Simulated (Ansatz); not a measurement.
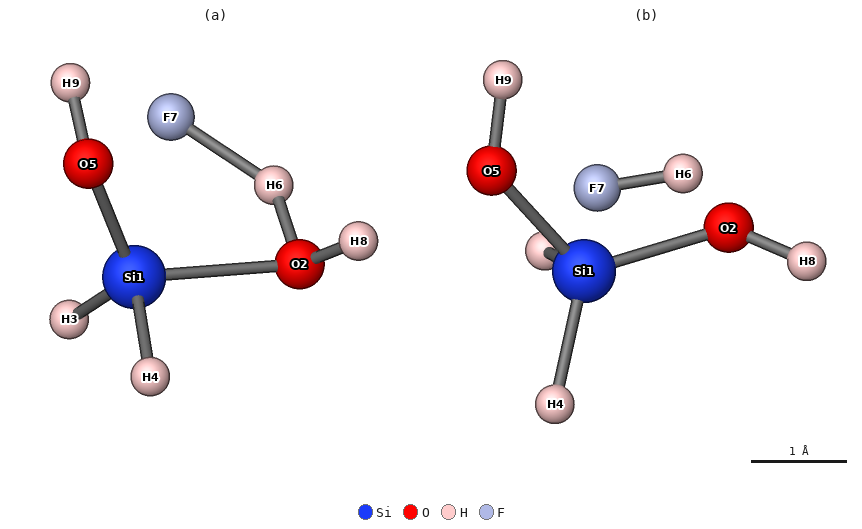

The structure of SiH₅O₂F (charge +1) before (left) and after (right) a saddle-point search, at one scale.

Style: ball-and-stick. Shown at a tilt.

These are results of RKS PBE0-D4/def2-SVP (Ansatz 0.2.0), not measurements.

The input:
```yaml
crystal:
  periodic: [false, false, false]
  atoms:
    - {symbol: Si, position_ang: [-0.461300, -0.575700, -0.085600]}
    - {symbol: O, position_ang: [0.542000, 0.132000, 1.250500]}
    - {symbol: H, position_ang: [0.266300, -1.742400, -0.514200]}
    - {symbol: H, position_ang: [-1.643600, -0.889700, 0.714600]}
    - {symbol: O, position_ang: [-1.106300, 0.534400, -1.055900]}
    - {symbol: H, position_ang: [1.288200, 0.387400, 0.514700]}
    - {symbol: F, position_ang: [1.478000, 0.308100, -0.805800]}
    - {symbol: H, position_ang: [0.176900, 0.902500, 1.693200]}
    - {symbol: H, position_ang: [-0.540300, 0.943400, -1.711600]}
basis:
  gaussian: {orbitals: def2-SVP}
total_charge: 1
hamiltonian: {xc: pbe0, dispersion: d4}
saddle:
  max_steps: 30
  mode_guess:
    - [0.2048, 0.0275, -0.2572]
    - [0.1191, 0.0407, 0.1078]
    - [-0.0046, -0.1360, -0.0358]
    - [0.2284, 0.0982, -0.0692]
    - [-0.0565, 0.0434, -0.0311]
    - [-0.0641, 0.1023, 0.6462]
    - [-0.3964, -0.2770, -0.2892]
    - [0.0301, 0.0524, 0.0329]
    - [-0.0608, 0.0486, -0.1043]
```

Command:
```bash
ansatz run in.yaml --threads 4 --pin off --events-out ev --progress --plain --max-ram 9574MiB
```

Describe what moved and what it gained.

The relaxation stopped without meeting its thresholds, so the last structure isn't shown to be converged. The input was poor on purpose: wrong charge. The energy falls by 151.1 kJ/mol in 29 geometry steps. Largest force component: 2.7 eV/Å at the start, 0.052 eV/Å at the end. The largest move after the best rigid fit is that of F7, 1.20 Å. Largest moves by element: F 1.20 Å, H 1.07 Å, O 0.71 Å, Si 0.50 Å. Near-neighbour distances that change, for instance: O2–H6 1.079 → 2.384 Å, Si1–H6 2.085 → 2.992 Å, Si1–F7 2.250 → 2.969 Å, H6–F7 1.336 → 0.941 Å. Bonds break, among them: O2–H6 (1.08 → 2.38 Å). Among the angles between lasting bonds that change: H3–Si1–O5 125.6° → 101.9°, O2–Si1–H4 97.3° → 120.8°, O2–Si1–H3 104.8° → 88.9°. Cost: 80 s on 4 threads of Arm Neoverse V2, with other jobs on the host.
